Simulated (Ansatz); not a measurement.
Rb3NbO4

```cif
data_structure
_symmetry_space_group_name_H-M 'P 1'
_symmetry_Int_Tables_number 1
_cell_length_a 3.4417
_cell_length_b 3.4417
_cell_length_c 11.9381
_cell_angle_alpha 90.000
_cell_angle_beta 90.000
_cell_angle_gamma 90.000
_cell_volume 141.41
loop_
_atom_site_label
_atom_site_type_symbol
_atom_site_fract_x
_atom_site_fract_y
_atom_site_fract_z
_atom_site_occupancy
Rb1 Rb 0.50000 0.50000 0.74815 1
Rb2 Rb 0.00000 0.00000 0.50000 1
Rb3 Rb 0.50000 0.50000 0.25185 1
Nb1 Nb 0.00000 0.00000 0.00000 1
O1 O 0.00000 0.00000 0.15548 1
O2 O 0.50000 0.50000 0.00000 1
O3 O 0.00000 0.00000 0.84452 1
O4 O 0.50000 0.50000 0.50000 1
```

Space group P4/mmm; a structure from a database of computed crystals, not necessarily the ambient phase; started from the Ca3CdO4-123 prototype, which need not be the ambient phase.

These are results of Ansatz, DFT, PBEsol, plane waves, PAW, not measurements.

Core electrons are frozen (PAW), and the valence fields are smoothed inside the atomic spheres.

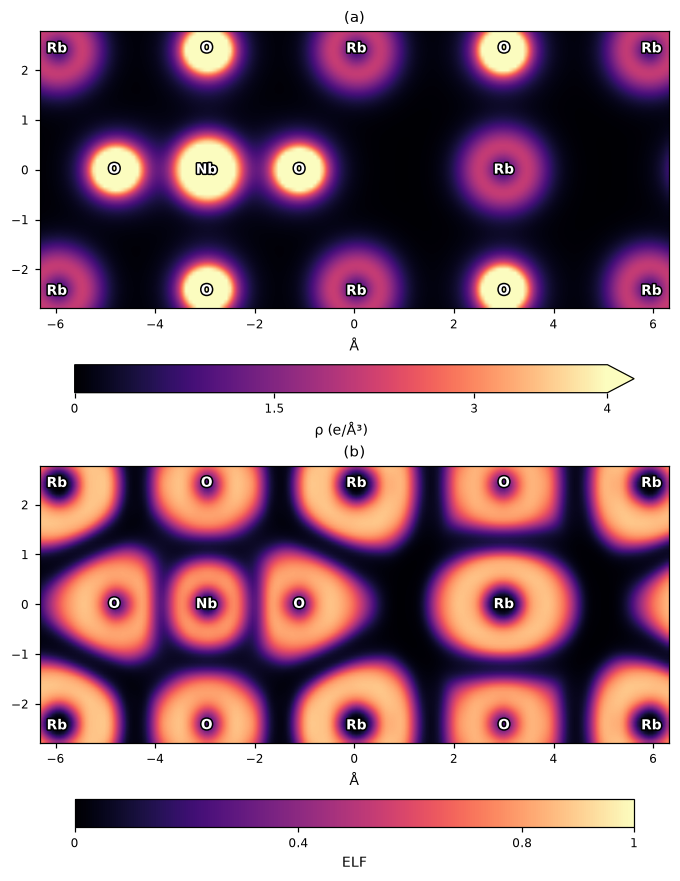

Figure 1. (a) valence pseudo-density; (b) ELF on the (110) plane of the conventional cell.

**What do the fields say about this system?**

- The plane passes through Rb, Nb and O nuclei.
- Nb–O (1.86 Å): ρ at the midpoint is about 1.3 e/Å³; the ELF peaks at about 0.80 in the valence shell of O, 0.5 Å from its nucleus, and drops to about 0.30 between the two atoms (no shared electron pair shows on this line).
- Rb–O (2.43 Å): ρ at the midpoint is about 0.33 e/Å³; the ELF is about 0.15 at the midpoint (a closed-shell, largely ionic contact).
- Rb–O (2.69 Å): ρ is about 0.18 e/Å³ halfway; the ELF is about 0.10 at the midpoint; a closed-shell, largely ionic contact.
- Between the atoms the lowest density in this plane is 0.01 e/Å³.
- The features right at Rb and Nb lie inside the PAW spheres, where the map follows smoothed inner orbitals and isn't to be read closely.

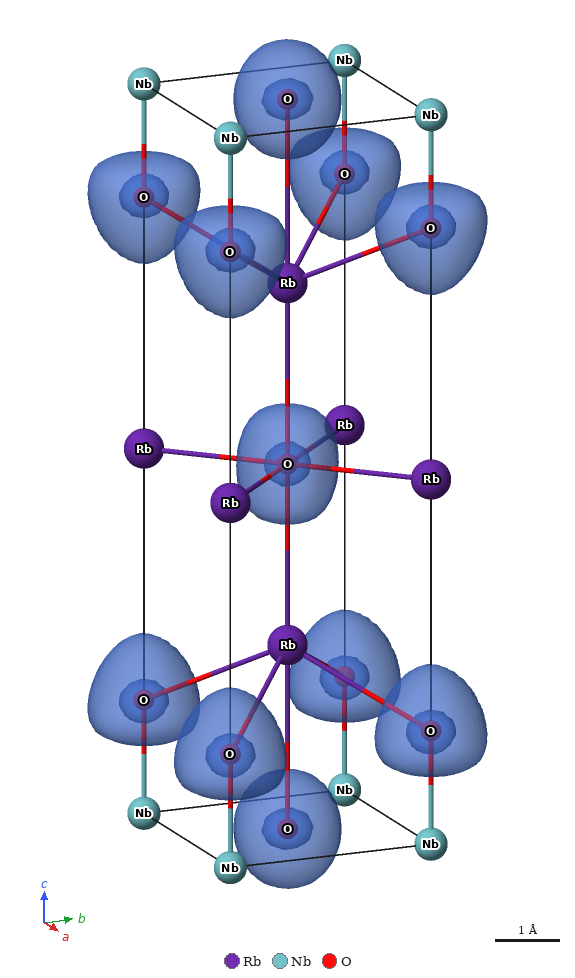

Figure 2. Isosurface of the electron localisation function at 0.7 (blue), seen slightly off an axis. Core shells and regions of very low density are left out. Sticks mark near contacts.

**Identify the bonds, lone pairs and shells in this picture.**

The surface consists of four regions wrapped around O (the valence shell of each), counted in one cell of 8 atoms. Regions shared between cells count once.
